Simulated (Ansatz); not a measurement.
**H6Si2: density, localisation and related maps**

```yaml
atoms:
  - { symbol: Si, position_ang: [-0.0003, 0.0005, -0.0639] }
  - { symbol: Si, position_ang: [0.0007, -0.0005, 2.2845] }
  - { symbol: H, position_ang: [-1.3914, -0.2095, 2.8024] }
  - { symbol: H, position_ang: [0.8773, -1.1007, 2.8049] }
  - { symbol: H, position_ang: [0.5151, 1.3095, 2.8032] }
  - { symbol: H, position_ang: [1.3915, 0.2117, -0.5813] }
  - { symbol: H, position_ang: [-0.8788, 1.0994, -0.5839] }
  - { symbol: H, position_ang: [-0.5127, -1.3105, -0.5822] }
```

Level of theory: RKS PBE0-D4/cc-pVDZ in Ansatz 0.2.0.

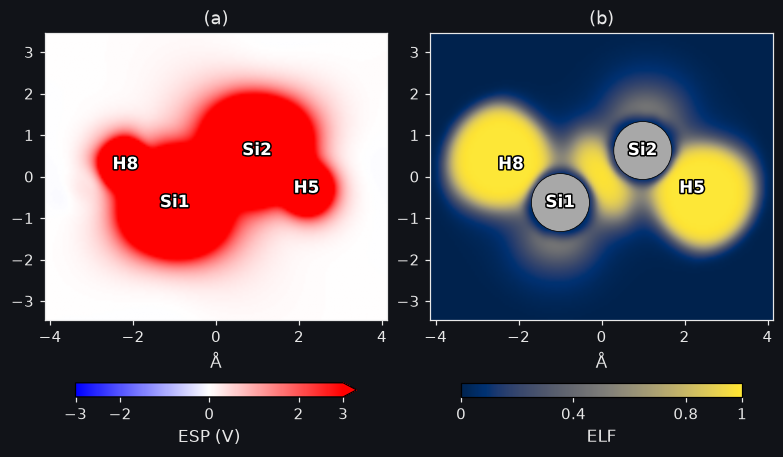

Figure 1. (a) electrostatic potential; (b) electron localisation function on the plane of atoms Si2, Si1 and H8. Grey discs cover the atomic cores in the ELF map.

Interpret the plot.

- The section cuts through Si and H sites.
- Si–Si (2.35 Å): the ELF peaks at about 1 between the atoms (localised, covalent bonding).
- Si–H (1.50 Å): the ELF climbs to about 1 towards the hydrogen, as it does in any bond to H.
- The potential has no marked negative region in this plane.

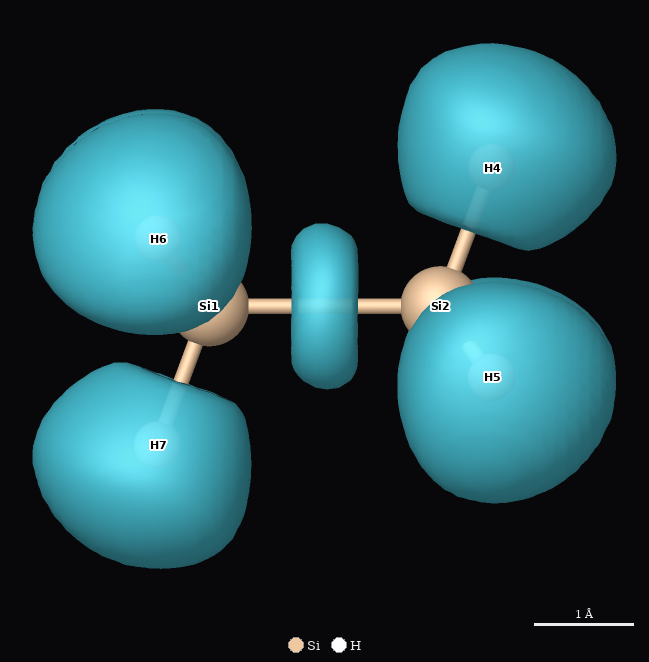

Figure 2. Isosurface of the ELF at 0.8 (cyan), seen from one side. Only the valence region is drawn (cores and ρ < 0.01 e/Å³ removed).

Describe the localisation domains.

The ELF exceeds this value in one region between bonded Si–Si atoms (shared pairs) and six regions around hydrogen nuclei.

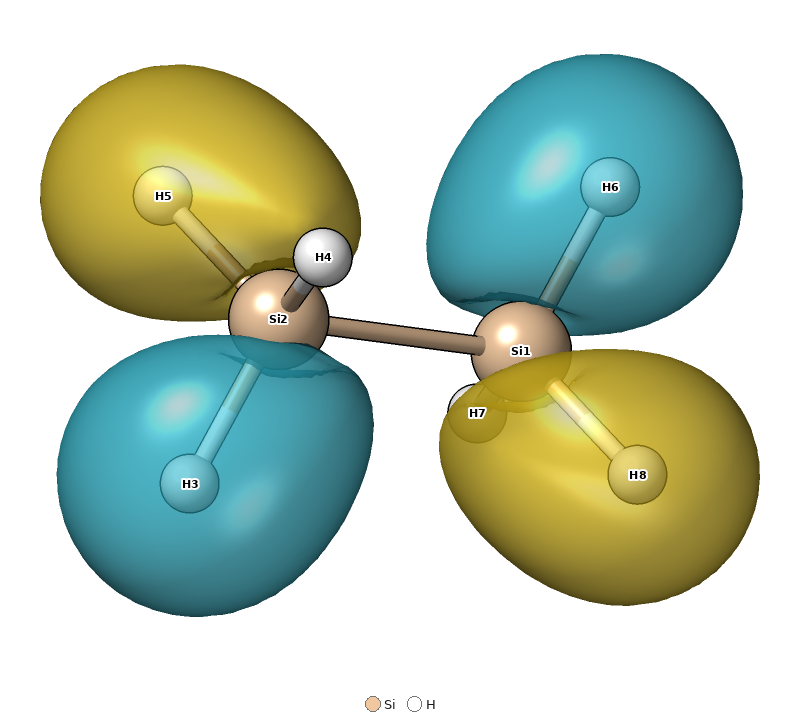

Figure 3. The HOMO−1 at ±0.08 Å⁻³ᐟ² (yellow and cyan are the two phases), seen at an oblique angle.

What is the character of this orbital?

By Hirshfeld shares it lies mainly on Si1 (about 20 %), Si2 (about 20 %), H3 (about 15 %), H5 (about 15 %), H6 (about 15 %) and H8 (about 15 %); it is gerade (even under inversion). It is one of a degenerate set, so its orientation is arbitrary. Its energy is −9.48 eV.
